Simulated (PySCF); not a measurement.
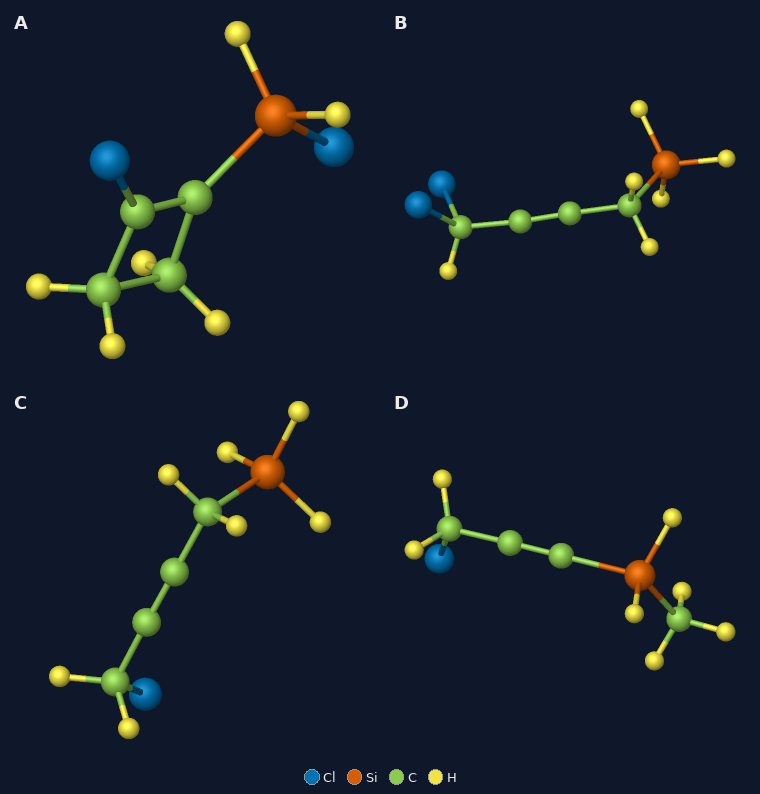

The picture comes from a calculation with PySCF.

**Which panel belongs to which SMILES?**
(1) [SiH3]CC#CC(Cl)Cl
(2) C[SiH2]C#CCCl
(3) Cl[SiH2]C1=C(Cl)CC1
(4) [SiH3]CC#CCCl

A is (3), B is (1), C is (4), D is (2).
